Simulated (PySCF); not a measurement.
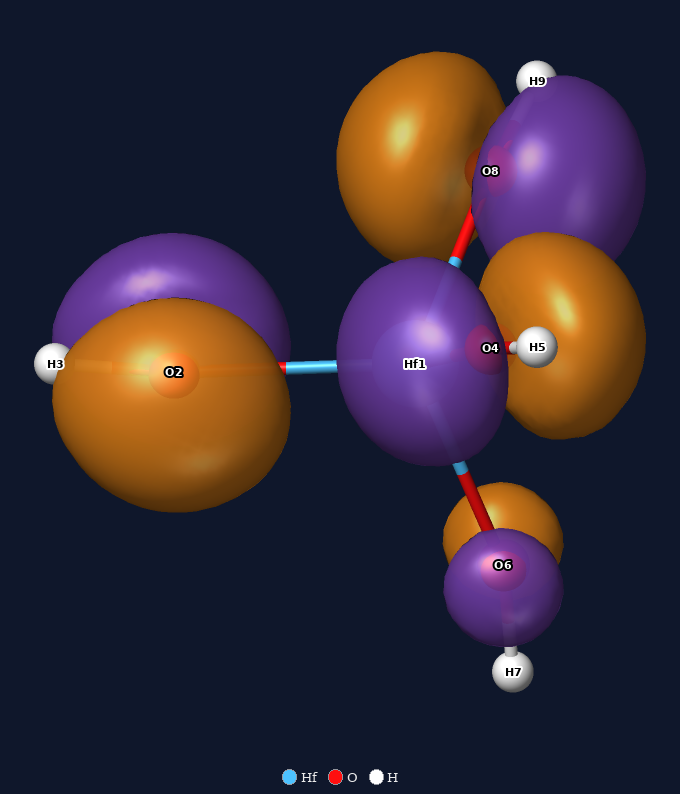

The picture shows: H₄HfO₄. The HOMO−1 at ±0.1 Å⁻³ᐟ² (orange and purple are the two phases), seen at an oblique angle.

Core potentials replace the inner electrons of Hf.

Level of theory: PySCF, RKS BP86, Hf def2-SVP with ECP60, O def2-SVP, H def2-SVP; non-relativistic Hamiltonian with scalar-relativistic core potentials where named; density fitting.

```xyz
9

Hf   -0.0668    0.0000    0.2387
O     1.6776    0.0000   -0.6160
H     2.5875    0.0000   -0.9344
O    -0.2451    1.5897    1.3432
H    -0.4185    2.3797    1.8677
O    -1.4493    0.0000   -1.1338
H    -1.9075    0.0000   -1.9830
O    -0.2451   -1.5896    1.3432
H    -0.4185   -2.3796    1.8677
```

Describe this orbital and give its energy.

By Hirshfeld shares it lies mainly on O2 (about 35 %), O4 (about 25 %) and O8 (about 25 %); largely a combination of lone pairs on O2, O4 and O8. Its energy is −6.57 eV.
